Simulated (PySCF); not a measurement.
Consider C7H11B.

The calculation's input:

```
{"job": {"kind": "nmr", "xc": "PBE0", "basis": "pcSseg-1"}, "charge": 0, "multiplicity": 1}
B     -0.733013    -1.981371    -0.553561
C     -0.264555    -0.521567    -0.147058
C      1.286531    -0.620549    -0.157297
C      1.933868     0.708820     0.214180
C     -0.776899     0.544725    -1.064705
C     -1.540272     1.406524    -0.379641
C     -1.555359     1.022182     1.014844
C     -0.801164    -0.073121     1.176862
H     -0.878513    -2.796443     0.269994
H     -0.866321    -2.258215    -1.680201
H      1.600089    -1.389247     0.551879
H      1.619020    -0.922021    -1.152668
H      3.017656     0.611544     0.203908
H      1.645881     1.483321    -0.491913
H      1.620159     1.020782     1.206999
H     -0.558285     0.557884    -2.117148
H     -2.063936     2.260723    -0.773099
H     -2.091294     1.557392     1.779682
H     -0.603398    -0.602113     2.091481
```

Command:

```sh
OMP_NUM_THREADS=1 python probes_run.py task.json out
```

Geometry: GFN2-xTB.

These are results of PySCF 2.14.0, PBE0/pcSseg-1, SCF density, gas phase, non-relativistic, not measurements.

### What will maps of the electron density and electron localisation function show?

C–C (1.34 Å): ρ is about 2.3 e/Å³ halfway; the ELF peaks at about 0.90 between the atoms; a multiple bond.
C–H (1.07 Å): ρ at the midpoint is about 2 e/Å³; the ELF climbs to about 1 towards the hydrogen, as it does in any bond to H: a covalent bond by its length.
C–C (1.45 Å): the density is about 1.9 e/Å³ at the midpoint; the ELF peaks at about 0.95 between the atoms; localised, covalent bonding.
C–C (1.50 Å): the density is about 1.7 e/Å³ at the midpoint; the ELF peaks at about 0.95 between the atoms: a covalent bond.

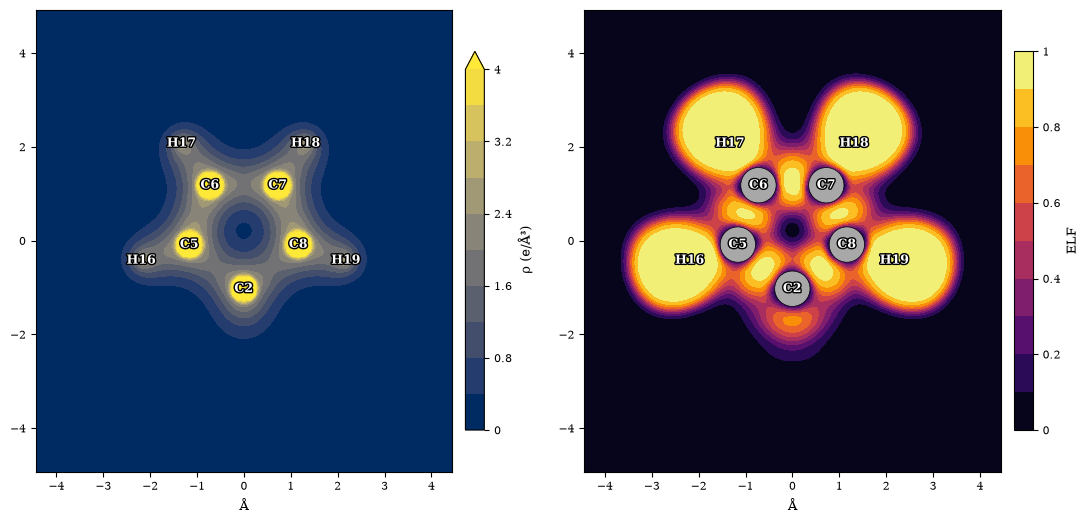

Computed electron density and electron localisation function on the plane of atoms C8, C7 and H18, in this order. Grey discs cover the atomic cores in the ELF map. 
